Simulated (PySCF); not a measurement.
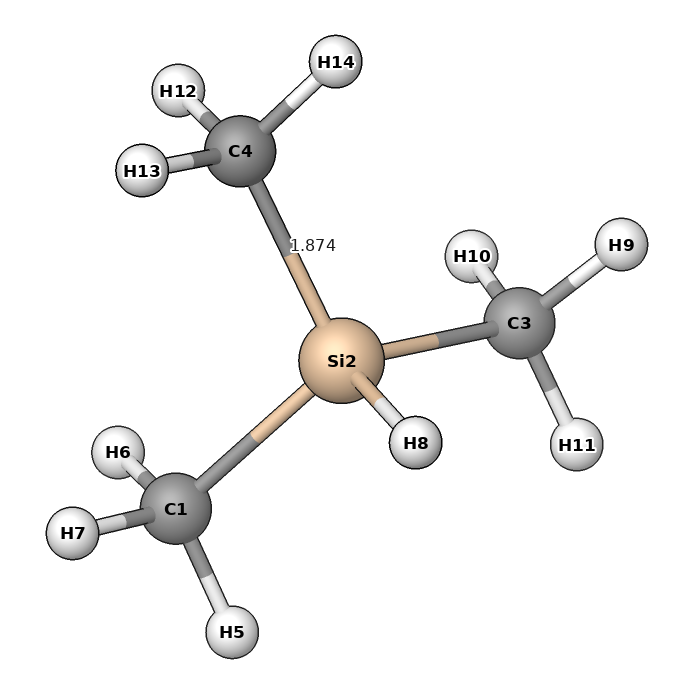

The numbers beside the sticks are distances in Å. Sticks don't show bond order. The computed structure is the end point of a PBE0-D3(BJ)/def2-TZVP optimisation. No frequency run is at hand to confirm it as a minimum.

### Which of the marked bonds are single, double, triple or aromatic?

Si2–C4 single.

### Give the structure as SMILES.

C[SiH](C)C
